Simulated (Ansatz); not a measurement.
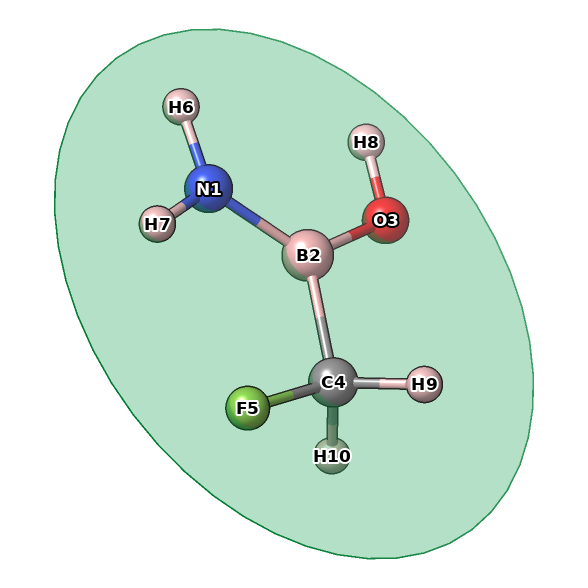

A disc through the centre of mass is drawn in. Atoms fade into the background with distance from the viewer. The computed structure is the end point of a PBE-D4/def2-SVP optimisation. No frequency run is at hand to confirm it as a minimum.

### Is the plane of the disc a mirror plane of the structure?

Yes. The reflection leaves N1, B2, O3, C4, F5, H6, H7, H8 in place and moves H9 ↔ H10. The point group is Cs.
